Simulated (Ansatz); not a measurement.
## C₂H₉BOSi: single-point calculation

The run: single-point calculation of C₂H₉BOSi, SMILES BC([SiH3])OC. Method and program: RKS wB97M-V/def2-TZVPP (Ansatz 0.2.0).

The geometry comes from this level: PBE0-D4/def2-TZVP. Figures and captions count atoms from 1; the log counts them from 0 in places.

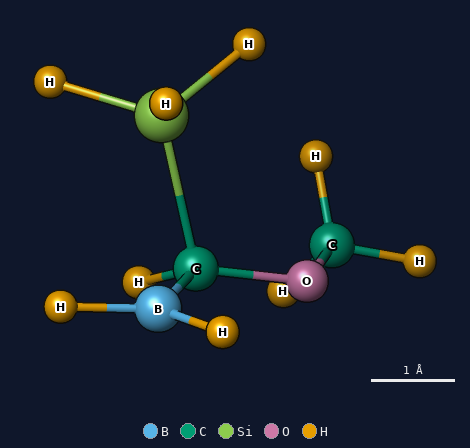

Fig. 1: The structure (ball-and-stick view, seen at a tilt).

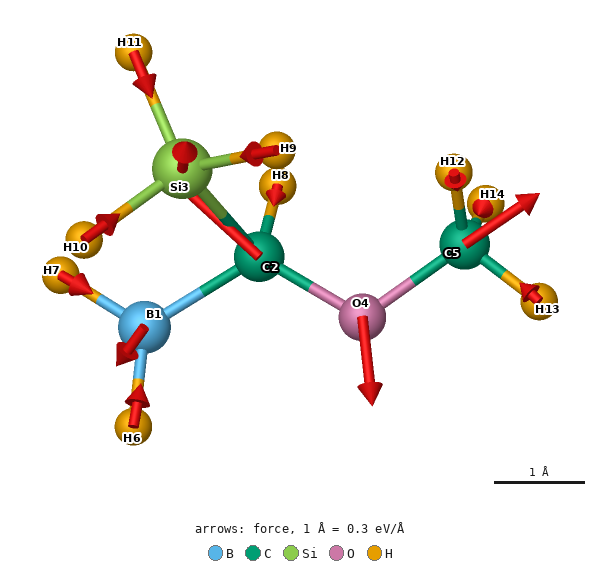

Fig. 2: Forces on the atoms as red arrows (ball-and-stick view, seen at a tilt; atoms are numbered from 1 in the order of the input). The largest act on C2 (0.42 eV/Å); O4 (0.31 eV/Å); C5 (0.31 eV/Å); Si3 (0.18 eV/Å), among others. The geometry is not a stationary point of this energy.

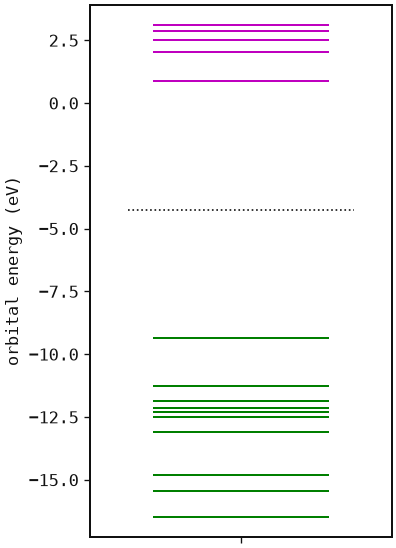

Fig. 3: Orbital energies near the frontier; the dotted line parts filled from empty levels, and levels within 0.02 eV of each other stand side by side. Highest filled −9.35 eV, lowest empty 0.87 eV, 10.22 eV apart.

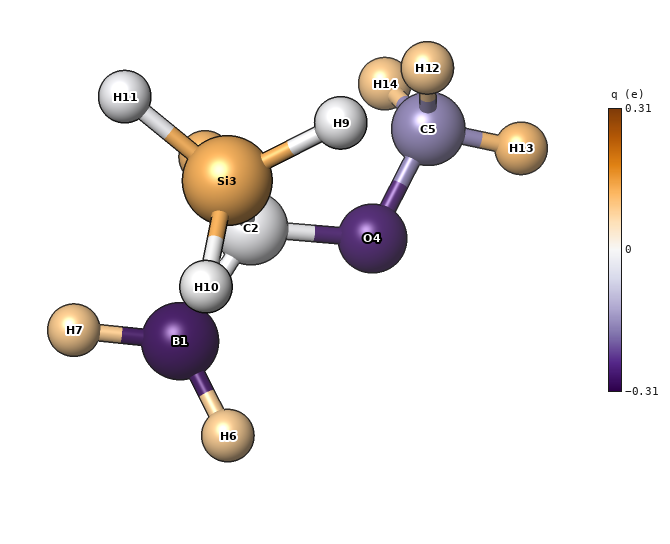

Fig. 4: Mulliken charges, as the colour of each atom (ball-and-stick view, seen at a tilt; atoms are numbered from 1 in the order of the input). By element: B −0.30, C −0.18 to −0.01, Si +0.13, O −0.28 and H −0.01 to +0.14 e.

The input that produced these results follows, with the program's output.

**Input file**
```yaml
crystal:
  periodic: [false, false, false]
  atoms:
    - {symbol: B, position_ang: [-1.559904, 0.437798, 1.055951]}
    - {symbol: C, position_ang: [-0.416111, 0.498156, 0.067300]}
    - {symbol: Si, position_ang: [0.645672, -0.639923, 1.284489]}
    - {symbol: O, position_ang: [-0.582422, -0.091906, -1.188261]}
    - {symbol: C, position_ang: [0.516755, 0.070820, -2.044901]}
    - {symbol: H, position_ang: [-2.492627, -0.290389, 0.898262]}
    - {symbol: H, position_ang: [-1.434346, 1.062926, 2.071917]}
    - {symbol: H, position_ang: [0.158921, 1.432967, 0.031342]}
    - {symbol: H, position_ang: [1.426734, -1.557998, 0.420073]}
    - {symbol: H, position_ang: [-0.229304, -1.465520, 2.161614]}
    - {symbol: H, position_ang: [1.541246, 0.186264, 2.129561]}
    - {symbol: H, position_ang: [1.422079, -0.403751, -1.643602]}
    - {symbol: H, position_ang: [0.261293, -0.402367, -2.992881]}
    - {symbol: H, position_ang: [0.729116, 1.133623, -2.222164]}
basis:
  gaussian: {orbitals: def2-TZVPP}
hamiltonian: {xc: {name: wB97M-V}}
output: {forces: true, orbitals: {seedname: orbitals}}
```

Command:
```bash
ansatz run in.yaml --threads 4 --pin off --events-out ev --progress --plain --max-ram 10444MiB
```

**Log**
```
Functional definition: wB97M-V
  name "wB97M-V"
  cite "Mardirossian & Head-Gordon, J. Chem. Phys. 144, 214110 (2016) doi:10.1063/1.4952647"
  cite "Becke, J. Chem. Phys. 107, 8554 (1997) doi:10.1063/1.475007"
  cite "Vydrov & Van Voorhis, J. Chem. Phys. 133, 244103 (2010) doi:10.1063/1.3521275"
  # Of w^i u^j: cxij and so on, Table III.
  parameter omega = 0.3/bohr
  parameter cx = 0.15
  parameter cx01 = 1.007
  parameter cx10 = 0.259
  parameter css00 = 0.443
  parameter css04 = -1.437
  parameter css10 = -4.535
  parameter css20 = -3.390
  parameter css43 = 4.278
  parameter cos00 = 1.000
  parameter cos10 = 1.358
  parameter cos20 = 2.924
  parameter cos21 = -8.812
  parameter cos60 = -1.390
  parameter cos61 = 9.142
  parameter b = 6.0
  parameter c = 0.01
  gx(w, u) = 1 - cx + cx01*u + cx10*w
  gss(w, u) = css00 + css04*u^4 + css10*w + css20*w^2 + css43*w^4*u^3
  gos(w, u) = cos00 + cos10*w + (cos20 + cos21*u)*w^2 + (cos60 + cos61*u)*w^6
  exchange = spin_sum(e_x_unif_sr(omega)*gx(b97_w, b97_u_x)) + cx*exact_x_sr(omega) + exact_x_lr(omega)
  correlation = spin_sum(e_c_pw_mod_same_spin*gss(b97_w, b97_u_same))
      + integral(e_c_pw_mod_opposite_spin*gos(b97_w_opposite, b97_u_opposite)) + vv10(b, c)
1502 factors; their error is unknown
392 factors; integrals over basis functions are off by at most 1.1e-5 eV
mean field evaluation 1: about -12815.6951 eV, gradient 4.0e1 eV
mean field evaluation 2: about -12816.8509 eV, gradient 3.6e1 eV
mean field evaluation 4: about -12819.3768 eV, gradient 2.2e0 eV
mean field evaluation 8: about -12819.4015 eV, gradient 3.3e-2 eV
mean field evaluation 16: about -12819.3893 eV, gradient 1.2e-4 eV
mean field -12819.38933756 eV, -471.1038688611 hartree, gradient 4.1e-5 eV, S^2 0.000000; 0 other end points of the search recorded, 0 dependent functions left out
the calculation of the forces begins
reference -12819.38939973 eV, -471.1038711459 hartree; 24, 24 occupied and 268, 268 virtual orbitals, 1502 factors
Total energy: -12819.38939973 eV, -471.1038711459 hartree
Atom 0 at    -1.559904     0.437798     1.055951 Å, force    -0.171262     0.042214     0.046945 eV/Å
Atom 1 at    -0.416111     0.498156     0.067300 Å, force     0.145454     0.155210     0.366360 eV/Å
Atom 2 at     0.645672    -0.639923     1.284489 Å, force     0.131647    -0.125247     0.025747 eV/Å
Atom 3 at    -0.582422    -0.091906    -1.188261 Å, force    -0.238780    -0.172628    -0.108332 eV/Å
Atom 4 at     0.516755     0.070820    -2.044901 Å, force     0.239451     0.023782    -0.191268 eV/Å
Atom 5 at    -2.492627    -0.290389     0.898262 Å, force     0.128102     0.088447     0.012758 eV/Å
Atom 6 at    -1.434346     1.062926     2.071917 Å, force    -0.007250    -0.081933    -0.117573 eV/Å
Atom 7 at     0.158921     1.432967     0.031342 Å, force    -0.057139    -0.056580    -0.003101 eV/Å
Atom 8 at     1.426734    -1.557998     0.420073 Å, force    -0.090317     0.109007     0.104020 eV/Å
Atom 9 at    -0.229304    -1.465520     2.161614 Å, force     0.094251     0.101433    -0.097787 eV/Å
Atom 10 at     1.541246     0.186264     2.129561 Å, force    -0.111291    -0.088781    -0.100068 eV/Å
Atom 11 at     1.422079    -0.403751    -1.643602 Å, force    -0.073353     0.046004    -0.035436 eV/Å
Atom 12 at     0.261293    -0.402367    -2.992881 Å, force     0.031691     0.043935     0.079141 eV/Å
Atom 13 at     0.729116     1.133623    -2.222164 Å, force    -0.021204    -0.084863     0.018594 eV/Å
Dipole moment:     0.374152     0.115616    -0.107485 e Å
```

**Results in brief**

| quantity | value |
| --- | --- |
| outcome | converged |
| total energy | −12819.3894 eV |
| SCF solution under orbital rotations | stable |
| HOMO | −9.35 eV |
| LUMO | 0.87 eV |
| largest force (length of the vector) | 0.424 eV/Å |
| dipole moment | 1.95 D |
| hardware | 4 threads of Arm Neoverse V1, 23 GiB of memory available, shared host |
| wall time | 16 s (CPU time 58 s) |
| peak memory | 1.2 GiB |
